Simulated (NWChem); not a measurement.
# C2H3BrO (acetyl bromide): levels of theory compared

Wanted: a comparison of 4 runs (HF/6-31G*, r2SCAN/6-31G*, MP2/6-31G*, CCSD(T)/6-31G*) of C2H3BrO (acetyl bromide). 

Program for the calculation: NWChem 7.3.0.

**1. The structure to begin with**

The species is C2H3BrO (7 atoms), meant as a singlet with charge 0. As SMILES, `CC(=O)Br`. The C1–H6 distance was set to 1.418 Å, away from the relaxed value.

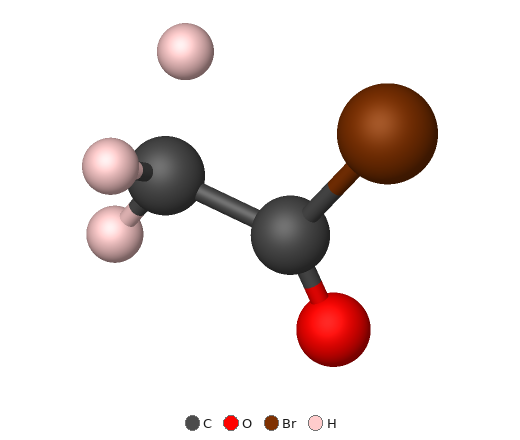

Viewed from a chosen angle; carbon dark grey, oxygen red, bromine brown, hydrogen pink.

**2. The energy at HF/6-31G(d) (spherical functions) (run 1)**

run.py reads:

```python
from ase import Atoms
from ase.calculators.nwchem import NWChem

mol = Atoms(['C', 'C', 'O', 'Br', 'H', 'H', 'H'], positions=[
    [0.515371, 0.351729, 0.331352],
    [-0.148069, -0.968621, 0.140102],
    [-0.411349, -1.776481, 0.952472],
    [-0.593829, -1.289561, -1.759068],
    [0.745201, 0.491049, 1.387182],
    [-0.343270, 1.379670, -0.135480],
    [1.424871, 0.388879, -0.270168],
])

calc = NWChem(
    label='job',
    theory='scf',
    memory='2200 mb',
    basis='6-31G*',
    basispar='spherical bse',
    scf={'nopen': '0', 'rhf': None, 'thresh': '1e-08', 'maxiter': '80'},
    task='energy',
)
mol.calc = calc

print(f"energy = {mol.get_potential_energy():.6f} eV")
print("dipole (e A):", mol.get_dipole_moment().round(4))
```

On the command line:

```bash
$ export ASE_NWCHEM_COMMAND="nwchem PREFIX.nwi > PREFIX.nwo"
$ python run.py
```

The log of the run:

```text
energy = -74134.800477 eV
dipole (e A): [0.3001 0.5585 0.0758]
```

The calculator wrote job.nwi:

```
title "job"

permanent_dir job

scratch_dir job

start job

geometry units angstrom nocenter noautosym noautoz
  C  5.1537100000000002e-01 3.5172900000000001e-01 3.3135199999999998e-01
  C  -1.4806900000000001e-01 -9.6862099999999995e-01 1.4010200000000000e-01
  O  -4.1134900000000002e-01 -1.7764810000000000e+00 9.5247199999999999e-01
  Br -5.9382900000000005e-01 -1.2895610000000000e+00 -1.7590680000000001e+00
  H  7.4520100000000000e-01 4.9104900000000001e-01 1.3871819999999999e+00
  H  -3.4327000000000002e-01 1.3796700000000000e+00 -1.3547999999999999e-01
  H  1.4248710000000000e+00 3.8887899999999997e-01 -2.7016800000000002e-01
end

memory 2200 mb

basis spherical bse noprint
   * library 6-31G*
end

scf
  nopen 0
  rhf
  thresh 1e-08
  maxiter 80
end

task scf energy
```

job.nwo:

```text
Northwest Computational Chemistry Package (NWChem) 7.3.0
             --------------------------------------------------------

           Job information
           ---------------

    nwchem branch   = 7.3.0
    use scalapack   = T
    input           = job.nwi
    prefix          = job.
    data base       = job/job.db
    status          = startup
    nproc           =        1

           Memory information
           ------------------

[... 5 lines left out ...]
    hardfail = no
[... 133 lines left out ...]
         Quadratically convergent ROHF
[... 15 lines left out ...]
       Final RHF  results
[... 4 lines left out ...]
      Two-electron energy =   1290.160382879549
[... 48 lines left out ...]
                       ROHF Final Molecular Orbital Analysis
[... 194 lines left out ...]
       Multipole analysis of the density wrt the origin
       ------------------------------------------------

     L   x y z        total         open         nuclear
     -   - - -        -----         ----         -------
     0   0 0 0     -0.000000      0.000000     58.000000

     1   1 0 0      0.567146      0.000000    -37.878032
[... 8 lines of this table left out ...]
     2   0 0 2    -28.872920      0.000000    422.638986

 Task  times  cpu:       23.9s     wall:       23.9s
 Total times  cpu:       23.9s     wall:       23.9s
```

Run time: 25 s. Hardware: 1 thread of Intel Xeon at 2.60GHz (Ice Lake), shared host; peak memory 0.099 GiB.

**3. A single-point energy at r2SCAN/6-31G(d) (spherical functions) (run 2)**

Edit run.py of step 2 so:

```diff
@@ -14,4 +14,4 @@
 calc = NWChem(
-    label='job',
-    theory='scf',
+    label='work',
+    theory='dft',
     memory='2200 mb',
@@ -19,3 +19,3 @@
     basispar='spherical bse',
-    scf={'nopen': '0', 'rhf': None, 'thresh': '1e-08', 'maxiter': '80'},
+    dft={'xc': 'r2scan', 'mult': '1', 'grid': 'xfine', 'convergence': 'energy 1e-08', 'iterations': '100', 'mulliken': None},
     task='energy',
@@ -24,3 +24,4 @@
 
-print(f"energy = {mol.get_potential_energy():.6f} eV")
+e = mol.get_potential_energy()
+print(f"E = {e:.6f} eV")
 print("dipole (e A):", mol.get_dipole_moment().round(4))
```

On the command line:

```bash
$ export ASE_NWCHEM_COMMAND="nwchem PREFIX.nwi > PREFIX.nwo"
$ python run.py
```

The log of the run:

```text
E = -74204.088888 eV
dipole (e A): [0.2795 0.5147 0.1431]
```

The calculator wrote work.nwi:

```
title "work"

permanent_dir work

scratch_dir work

start work

geometry units angstrom nocenter noautosym noautoz
  C  5.1537100000000002e-01 3.5172900000000001e-01 3.3135199999999998e-01
  C  -1.4806900000000001e-01 -9.6862099999999995e-01 1.4010200000000000e-01
  O  -4.1134900000000002e-01 -1.7764810000000000e+00 9.5247199999999999e-01
  Br -5.9382900000000005e-01 -1.2895610000000000e+00 -1.7590680000000001e+00
  H  7.4520100000000000e-01 4.9104900000000001e-01 1.3871819999999999e+00
  H  -3.4327000000000002e-01 1.3796700000000000e+00 -1.3547999999999999e-01
  H  1.4248710000000000e+00 3.8887899999999997e-01 -2.7016800000000002e-01
end

memory 2200 mb

basis spherical bse noprint
   * library 6-31G*
end

dft
  xc r2scan
  mult 1
  grid xfine
  convergence energy 1e-08
  iterations 100
  mulliken
end

task dft energy
```

work.nwo:

```text
Northwest Computational Chemistry Package (NWChem) 7.3.0
             --------------------------------------------------------

           Job information
           ---------------

    nwchem branch   = 7.3.0
    use scalapack   = T
    input           = work.nwi
    prefix          = work.
    data base       = work/work.db
    status          = startup
    nproc           =        1

           Memory information
           ------------------

[... 5 lines left out ...]
    hardfail = no
[... 122 lines left out ...]
          Convergence on energy requested:  1.00D-08
[... 24 lines left out ...]
          Convergence Information
[... 30 lines left out ...]
 1-e energy   =   -4240.440027
[... 54 lines left out ...]
      One electron energy =    -4242.764337730300
[... 8 lines left out ...]
                       DFT Final Molecular Orbital Analysis
[... 607 lines left out ...]
     Multipole analysis of the density
     ---------------------------------

     L   x y z        total         alpha         beta         nuclear
     -   - - -        -----         -----         ----         -------
     0   0 0 0     -0.000000    -29.000000    -29.000000     58.000000

     1   1 0 0      0.528185     19.203109     19.203109    -37.878032
[... 8 lines of this table left out ...]
     2   0 0 2    -28.330751   -225.484869   -225.484869    422.638986

 Task  times  cpu:       36.9s     wall:       36.9s
 Total times  cpu:       36.9s     wall:       36.9s
```

It took 38 s on 1 thread of Intel Xeon at 2.60GHz (Ice Lake), shared host; peak memory 0.13 GiB.

Run 3 isn't shown in full; the table further down has it.

**4. The energy at CCSD(T)/6-31G(d) (spherical functions) (run 4)**

a.nw reads:

```
start a
title "C2H3BrO energy"
memory stack 880 mb heap 220 mb global 1100 mb
geometry units angstrom noautosym nocenter noautoz
  C      0.515371     0.351729     0.331352
  C     -0.148069    -0.968621     0.140102
  O     -0.411349    -1.776481     0.952472
  Br    -0.593829    -1.289561    -1.759068
  H      0.745201     0.491049     1.387182
  H     -0.343270     1.379670    -0.135480
  H      1.424871     0.388879    -0.270168
end
basis "ao basis" spherical bse
  * library 6-31G*
end
scf
  thresh 1e-08
  maxiter 80
  noprint "final vectors analysis"
end
ccsd
  freeze core 12
  maxiter 60
end
task ccsd(t)
```

On the command line:

```bash
$ nwchem a.nw > a.out
```

The log of the run:

```text
[...]
  functions       =    80
[...]
  wavefunction    = RHF
[...]
         Total SCF energy =  -2724.403689334611
      One-electron energy =  -4242.328304417492
      Two-electron energy =   1290.160382880448
 Nuclear repulsion energy =    227.764232202434
        Time for solution =     23.0s
[...]
 Total MP2 energy:          -2725.091451344773304
[...]
             energy      energy      error      ampl     ampl      Block
                                                time     time      time
[...]
 Total CCSD energy:          -2725.109091219374477
[...]
 Total CCSD+T(CCSD) energy:          -2725.132487362010579
[...]
 Total CCSD(T) energy:               -2725.130341341193343
[...]
```

It took 2.6 min on 1 thread of Intel Xeon at 2.60GHz (Ice Lake), shared host; peak memory 0.24 GiB.

**5. The series**

```csv
run,level,iteration cap,module,energy (Eh),HOMO energy (eV),LUMO energy (eV),HOMO–LUMO gap (eV),wall time
1,HF/6-31G* (spherical functions),80,scf,-2724.403689,-11.39,2.94,14.32,25 s
2,r2SCAN/6-31G* (spherical functions),100,dft,-2726.949992,-7.05,-2.18,4.87,38 s
3,MP2/6-31G* (spherical functions),80,mp2,-2725.091451,-11.39,2.94,14.32,28 s
4,CCSD(T)/6-31G* (spherical functions),80,ccsd(t),-2725.130341,–,–,–,2.6 min
```

**6. Outcome**

| quantity | value |
| --- | --- |
| run 4: total energy | -2725.13034 Eh |
| run 4: correlation energy (12 core orbitals frozen) | -726.7 mEh |
| run 4: (T) correction | -21.25 mEh |

In words: Below the HF energy at the same shape and in the same basis (6-31G*): MP2 -687.8 mEh; CCSD(T) -726.7 mEh. All runs together took 4.1 min, the longest 2.6 min.
